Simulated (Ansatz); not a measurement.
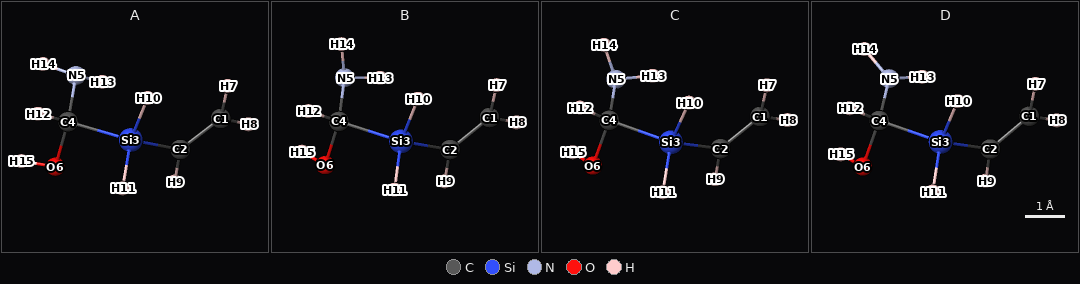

4 geometries from a converged minimum-energy path of C$_{3}$H$_{9}$NOSi, shuffled. Style: ball-and-stick. Shown from a free direction.

These are results of RKS PBE-D4/cc-pVDZ (Ansatz), not measurements. Run with 5 movable images; climbing image; force threshold 0.03 eV/Å; iteration limit 60; starting path through a guess of the saddle point.

Question: Which frame is the transition state?

Answer: D. In order along the path, whose images run from 0 to 6: B (image 0, 0.0 kJ/mol), C (image 2, +2.2 kJ/mol), D (image 4, +13.7 kJ/mol), A (image 6, −0.6 kJ/mol). The motion is an umbrella inversion at N5. No bond forms or breaks between the ends. Among the angles between lasting bonds that change up to the highest image: H13–N5–H14 106.7° → 117.8°, C4–N5–H14 110.7° → 121.8°.
